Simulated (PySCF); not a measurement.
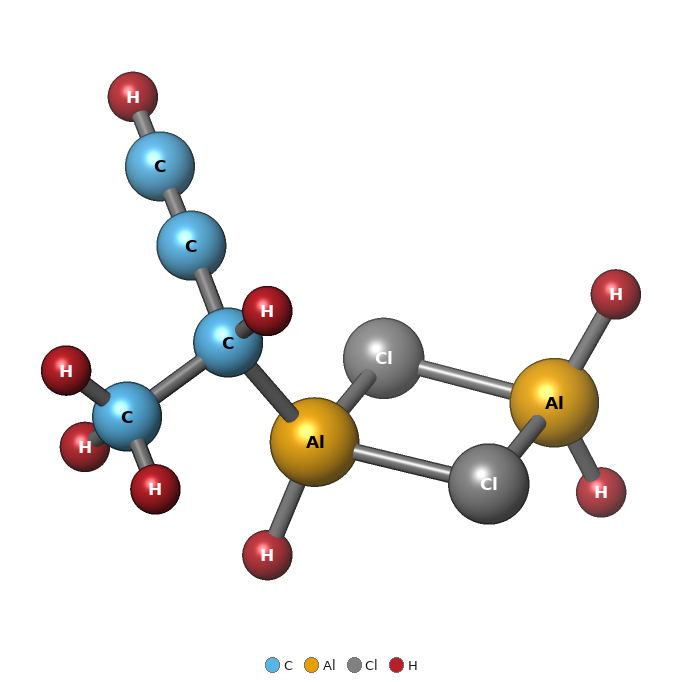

The geometry was computed by an optimisation with GFN2-xTB. No frequency run is at hand to confirm it as a minimum. Properties computed with CAM-B3LYP/def2-SVPD, gas phase (PySCF 2.14.0). Excitations: vertical, linear response.

Computed properties:

The species is C4H8Al2Cl2 (`C#C[C@@H](C)[AlH-]1[Cl+][AlH2-][Cl+]1`).
- dipole moment: 0.89 D
- HOMO energy (Kohn–Sham orbital): −8.42 eV
- LUMO energy (Kohn–Sham orbital): 0.17 eV
- HOMO–LUMO gap: 8.59 eV
- mean static polarisability: 119.3 bohr³
- lowest vertical singlet excitation: 5.88 eV
- its oscillator strength: 0.021
- brightest of the 8 lowest singlets: 7.20 eV
- its oscillator strength: 0.04

The geometry is semi-empirical. Around Al such bond lengths and angles can be off by a tenth of an ångström or more and by several degrees, and values that hang on the shape move with them.
